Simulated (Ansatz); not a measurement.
## Electronic structure of FH₃Si···NH₃···HF in real space

Input file:

```
crystal:
  periodic: [false, false, false]
  atoms:
    - {symbol: Si, position_ang: [-0.807196, 0.954284, -0.838100]}
    - {symbol: N, position_ang: [0.599044, -1.204425, -0.173845]}
    - {symbol: H, position_ang: [-1.540348, -0.184074, -1.428227]}
    - {symbol: H, position_ang: [-1.612338, 2.176652, -1.120571]}
    - {symbol: H, position_ang: [0.545143, 1.195602, -1.380084]}
    - {symbol: H, position_ang: [0.289828, 0.491535, 1.949897]}
    - {symbol: F, position_ang: [-0.842932, 0.958730, 0.792711]}
    - {symbol: H, position_ang: [1.236704, -1.029307, 0.596528]}
    - {symbol: F, position_ang: [0.987119, 0.134930, 2.460708]}
    - {symbol: H, position_ang: [0.001107, -1.972706, 0.107776]}
    - {symbol: H, position_ang: [1.143669, -1.521421, -0.966793]}
basis:
  gaussian: {orbitals: def2-TZVPP}
hamiltonian: {xc: pbe0, dispersion: d4}
output: {orbitals: {seedname: orbitals}}
```

Launched as:

```sh
ansatz run in.yaml --threads 4 --pin off --events-out ev --progress --plain --max-ram 9574MiB
```

The product side of a reaction path; geometry: PBE0-D4/def2-TZVP.

All numbers below come from Ansatz 0.2.0, RKS PBE0-D4/def2-TZVPP.

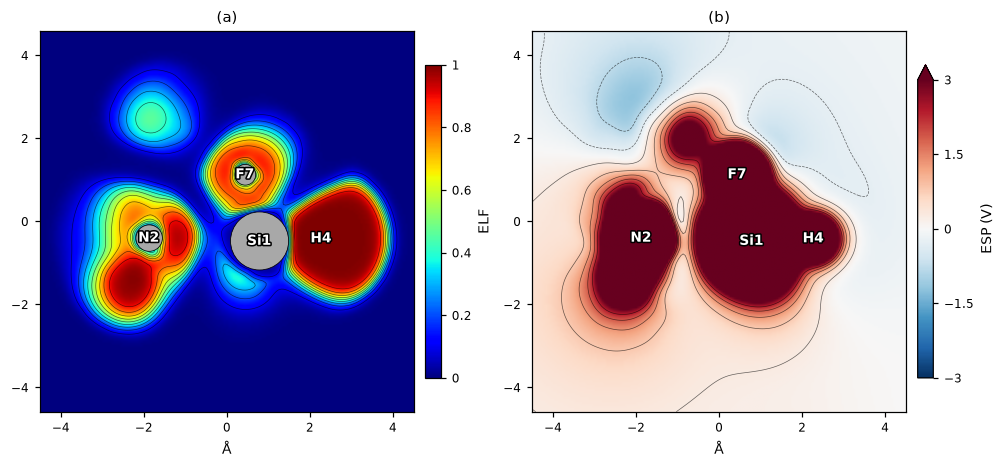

Figure 1. (a) ELF; (b) molecular electrostatic potential on the plane of atoms H4, Si1 and F7. Grey discs cover the atomic cores in the ELF map.

**Describe what can be read from this map.**

The section cuts through Si, N, H and F sites. Si–F (1.63 Å): the ELF peaks at about 0.85 in the valence shell of F, 0.6 Å from its nucleus, and is about 0.55 at the midpoint. Si–H (1.49 Å): the ELF climbs to about 1 towards the hydrogen, as it does in any bond to H. The ELF also peaks beside F7, away from the bonds: lone-pair regions. Outside the dense part of the complex the potential is most negative (−1.2 V) near F9, which lies off the plane.

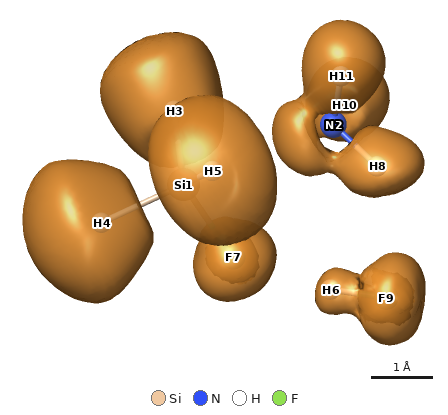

Figure 2. Isosurface of the electron localisation function at 0.8 (orange), seen across its widest extent. Only the valence region is drawn (cores and ρ < 0.01 e/Å³ removed).

**What do the ELF domains correspond to?**

The ELF exceeds this value in three regions around hydrogen nuclei, one region wrapped around F (its lone pairs, merged into a ring or cap), one joined region spread over several atoms (F, H), in which their bonds and any lone pairs are merged and one joined region spread over several atoms (H, N), in which their bonds and any lone pairs are merged. Profiles from the grid: F7···H6 (1.69 Å): the ELF dips to about 0.10 between them: by its geometry a hydrogen bond between the two molecules, with no shared pair.

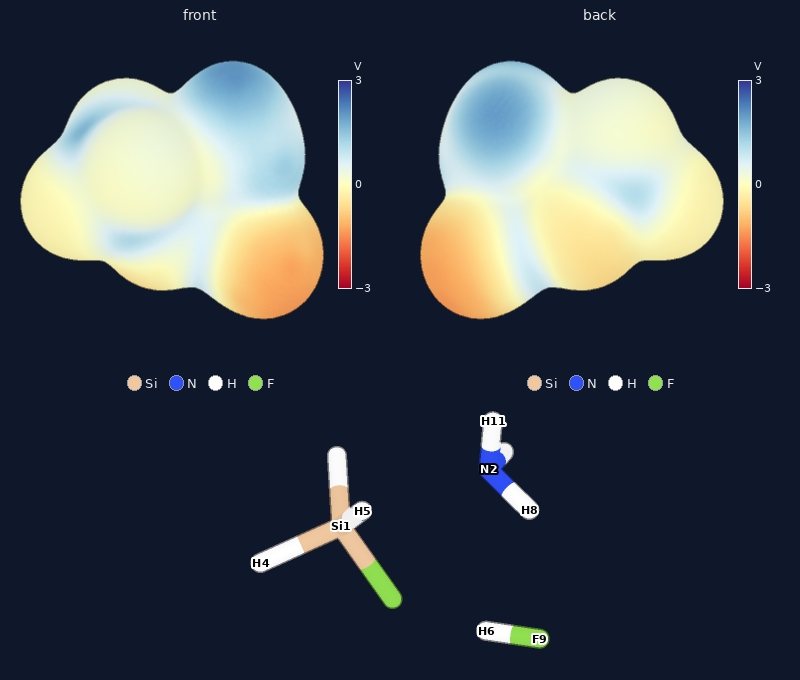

Figure 3. The electrostatic potential painted on the density surface at 0.002 e/bohr³, seen from the front and from behind; the colour scale runs from red (negative) to blue (positive). The bare structure is drawn below in the same view.

**Describe the electrostatic potential map.**

The most negative region (about −1.3 V, or −30 kcal/mol for a unit charge) lies over F9, the most positive (about +2.0 V, or +46 kcal/mol for a unit charge) over H10 and H11.
